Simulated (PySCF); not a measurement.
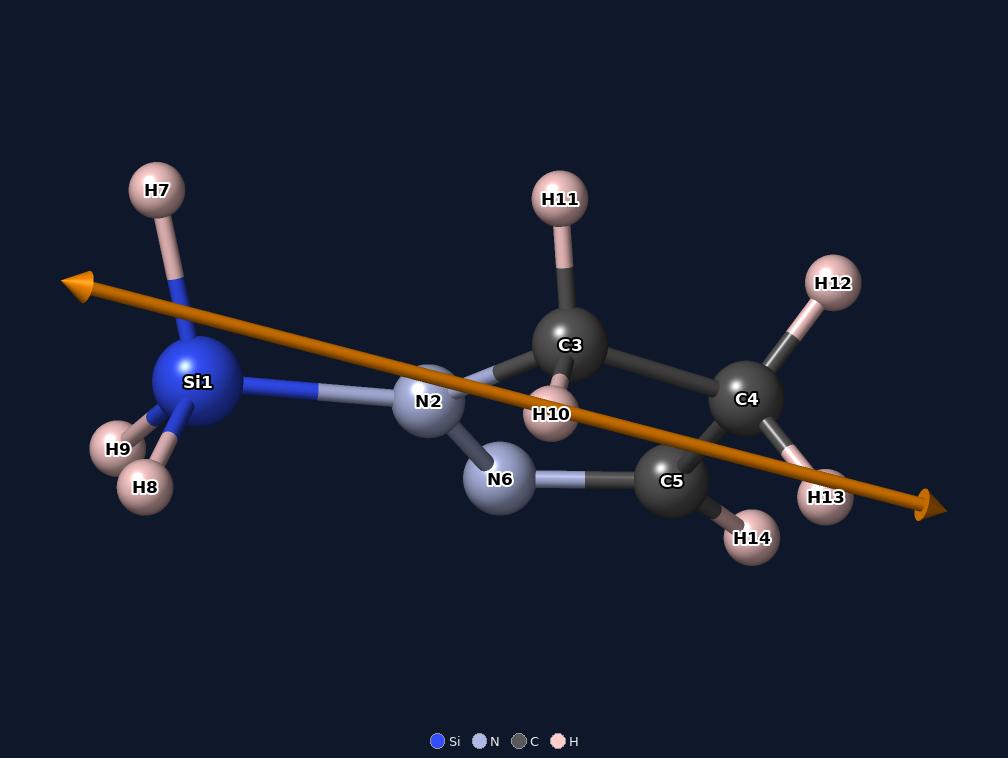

The double arrow shows the direction of the transition dipole to excited singlet state 7 (its length means nothing). Computed geometry: GFN2-xTB optimisation. No frequency run is at hand to confirm it as a minimum. Level of theory: TDDFT ωB97X-D/def2-SVPD, vertical, gas phase, core orbitals frozen in the response (PySCF 2.14.0).

### How is the transition polarised?

Nearly parallel to the C3–C4 bond.

### Give its energy, strength and character.

7.16 eV (173 nm), oscillator strength 0.066, mainly HOMO → LUMO+6 (weight 0.93); transition dipole 1.56 D.

The geometry is semi-empirical. Around Si such bond lengths and angles can be off by a tenth of an ångström or more and by several degrees, and values that hang on the shape move with them.
